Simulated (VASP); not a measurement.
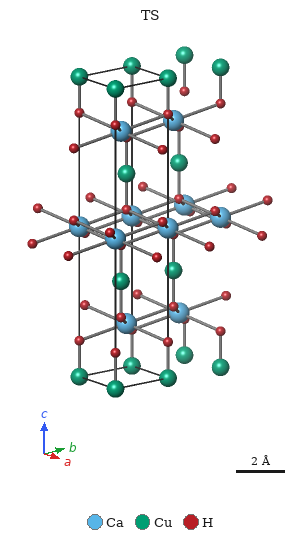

Solid CaCuH2 (a generated structure, set up in R-3m), relaxed (cell and atoms) with several dispersion corrections. The picture shows the result with TS. Style: ball-and-stick. Shown: the conventional cell (3 times the calculation's cell), repeated 1 × 2 × 1 with one cell outlined, slightly off an axis. Lengths and directions refer to the drawn axes.

Computed with VASP 6.6.1: PBE, VASP PAW PBE potentials, recommended. (plane-wave cutoff 600 eV; k-point mesh 6 × 6 × 6; occupations fermi-dirac; smearing width 0.05 eV; no spin polarisation)

```csv
dispersion correction,volume (Å³/atom),a (Å),c (Å)
TS,12.919,3.747,12.753
TS-HI,13.315,3.782,12.902
D3,13.595,3.839,12.781
none,14.352,3.902,13.062
dDsC,13.656,3.835,12.868
D3(BJ),13.557,3.825,12.840
D2,13.971,3.839,13.138
D4,?,?,?
rVV10,14.099,3.879,12.985
```

Q: Estimate the missing row from the others, and compare with the calculation.

A: With D4 the volume falls between dDsC (13.656) and D2 (13.971). The calculation gives 13.839 Å³/atom (a = 3.846 Å, c = 12.961 Å). In order of volume: TS < TS-HI < D3(BJ) < D3 < dDsC < D4 < D2 < rVV10 < none; the spread is 11.1 %.
